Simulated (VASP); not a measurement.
Band structure of GeSn (relaxed from the rock salt structure, space group Fm-3m). Method: PBEsol GGA, VASP's PBE PAW potentials (set 64) (plane waves; VASP).

Unless said otherwise, spin-orbit coupling is left out, though it shifts the bands of the heavy elements here.

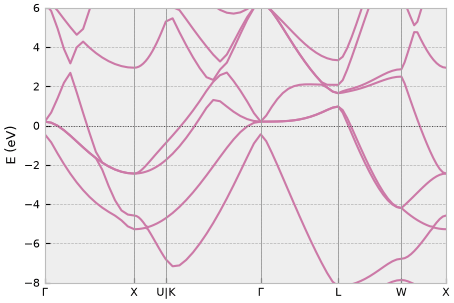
Figure: Bands along high-symmetry lines, zero at the valence-band maximum or, without a gap, the Fermi level

### Question
Read the plot: is there a gap, and where are the band edges?

### Answer
It has no gap at this level: it comes out as a metal or semimetal. (Edges off the drawn lines would not show.)

The structure was generated: GeSn was put into the rock salt type (Fm-3m), which need not be its known phase. It was relaxed first, which changed the volume by +6 %.
